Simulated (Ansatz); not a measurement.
# Mg3Zr (Pm-3m): comparison of functionals at one structure from a Python script

The task is a comparison of functionals at one structure, for Mg3Zr (Pm-3m).

All numbers are computed with the Python package of Ansatz 0.2.0. The levels of theory stand in the script.

**1. The system**

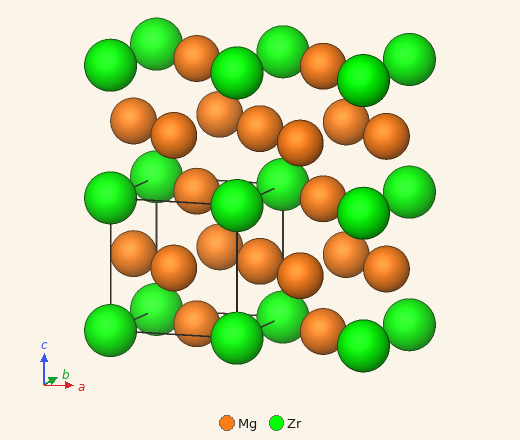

The starting structure, viewed slightly off an axis; magnesium orange, zirconium green. 2×1×2 cells are drawn. Atoms on cell faces are repeated.

mg3zr.vasp, read by the script:

```text
Mg3Zr
1.0
   4.44220523    0.00000000    0.00000000
   0.00000000    4.44220523    0.00000000
   0.00000000    0.00000000    4.44220523
Mg Zr
3 1
Direct
   0.50000000    0.50000000    0.00000000
   0.50000000    0.00000000    0.50000000
   0.00000000    0.50000000    0.50000000
   0.00000000    0.00000000    0.00000000
```

**2. Script**

Input file xc_mg3zr.py:

```python
import csv
import warnings

import ansatz as az
from ase.io import read

KMESH = (5, 5, 5)
FILLING = "Fermi-Dirac"
WIDTH_EV = 0.05

warnings.simplefilter("ignore", az.DeckWarning)

atoms = read("mg3zr.vasp", format="vasp")
crystal = az.Crystal.from_ase(atoms)

setup = (
    crystal.calculation()
    .kpoints(mesh=KMESH)
    .occupations(FILLING, width=WIDTH_EV)
    .basis(34 * az.Ry)
    .stress()
)

rows = []
for value in ["blyp", "pbesol", "lda"]:
    summary = setup.functional(value).run(threads=1).report
    rows.append((value, summary["free_energy_ev"] / len(summary["lattice"]["sites"]), summary["n_iterations"], sum(summary["stress_gpa"][i][i] for i in range(3)) / 3, summary["n_kpoints"]))

with open("xc.csv", "w", newline="") as handle:
    writer = csv.writer(handle)
    writer.writerow(["functional", "F/atom (eV)", "iterations", "P (GPa)", "k-points"])
    writer.writerows([round(v, 5) if isinstance(v, float) else v for v in row] for row in rows)
print(open("xc.csv").read())
```

**3. The calls as engine input**

The engine receives this input (first run):

```yaml
crystal:
  lattice:
    - [4.44220523, 0.0, 0.0]
    - [0.0, 4.44220523, 0.0]
    - [0.0, 0.0, 4.44220523]
  atoms:
    - { symbol: Mg, position: [0.5, 0.5, 0.0] }
    - { symbol: Mg, position: [0.5, 0.0, 0.5] }
    - { symbol: Mg, position: [0.0, 0.5, 0.5] }
    - { symbol: Zr, position: [0.0, 0.0, 0.0] }
basis:
  ecutwfc: 462.593566181796
kpoints:
  mp_grid:
    grid: [5, 5, 5]
hamiltonian:
  xc: blyp
scf:
  occupations:
    method: fermi_dirac
    width: 0.05
output:
  stress: true
```

**4. The run**

Run with:

```
> python xc_mg3zr.py
```

The log of the run:

```text
functional,F/atom (eV),iterations,P (GPa),k-points
blyp,-2494.17648,6,1.63666,10
pbesol,-2466.14177,7,-0.82636,10
lda,-2445.51188,6,-2.84042,10
```

Wall time 4.2 s (1 thread of Arm Neoverse V2, shared host); peak memory 0.44 GiB.

**5. What changed from run to run**

The engine's inputs for the other runs:

Run 2, against run 1:

```diff
@@ -17 +17 @@
-  xc: blyp
+  xc: pbesol
```

Run 3, against run 1:

```diff
@@ -17 +17 @@
-  xc: blyp
+  xc: lda
```

Lines on the test bed's own set-up are left out of the output.

**6. The runs side by side**

The 3 runs, in the order started:

```tsv
run	functional	energy (eV/atom)	pressure (GPa)	SCF cycles	CPU time (s)
1	blyp	-2494.1765	1.64	6	1.2
2	pbesol	-2466.1418	-0.83	7	1.1
3	lda	-2445.5119	-2.84	6	0.97
```

Energies are free energies F = E - TS of the smeared occupations. Totals under unlike functionals or potentials can't be compared directly.

**7. Results**

| quantity | value |
| --- | --- |
| runs compared | 3 |
| pressure at this cell | -2.8 (lda) to 1.6 GPa (blyp) |

In words: From lowest to highest: LDA (-2.8 GPa), PBEsol (-0.8 GPa) and BLYP (1.6 GPa). At a fixed cell a lower pressure usually means a smaller equilibrium volume, so LDA prefers the smallest cell and BLYP the largest. What to keep in mind:
- The mesh is modest for a metal, so energies can be off by several to tens of meV an atom and pressures by half a GPa or more; differences at equal mesh fare better.
- Pressure is positive in compression.
- This cell is a computed structure, which may not be the phase found in nature.
- Total energies of different functionals can't be compared; pressures, moments and gaps at this one structure can.
